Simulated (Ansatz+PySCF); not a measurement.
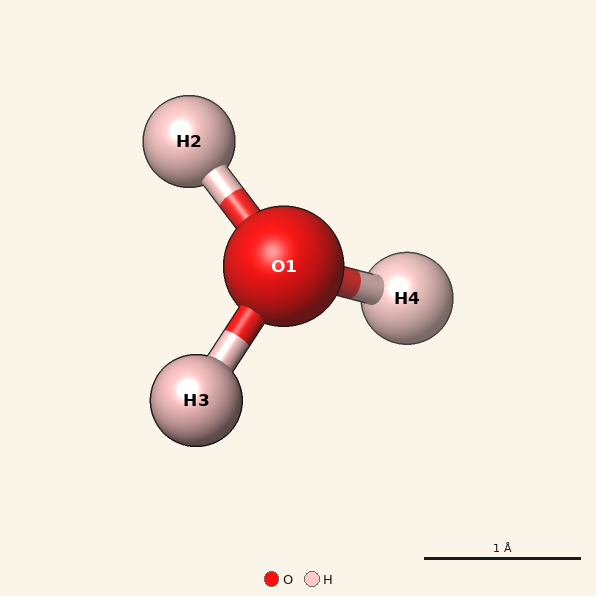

Source: calculation with Ansatz+PySCF.

Orthographic view. Depth is shown by fading: the farther an atom, the more it takes the colour of the background. The species has charge +1 and is a spin singlet. Geometry: a fixed input geometry, not necessarily a minimum.

Write a MOL file (V2000) with the atoms in numerical order, bonds sorted by atom number with the orders drawn, and coordinates in the frame of the picture: x right, y up, z towards the viewer, origin at the mean position.

```
H3O
                    3D

  4  3  0  0  0  0  0  0  0  0999 V2000
    0.0900    0.0700    0.1900 O   0  0  0  0  0  0  0  0  0  0  0  0
   -0.5200    0.8700   -0.1400 H   0  0  0  0  0  0  0  0  0  0  0  0
   -0.4700   -0.8000    0.4300 H   0  0  0  0  0  0  0  0  0  0  0  0
    0.8900   -0.1400   -0.4800 H   0  0  0  0  0  0  0  0  0  0  0  0
  1  2  1  0
  1  3  1  0
  1  4  1  0
M  CHG  1   1   1
M  END
```
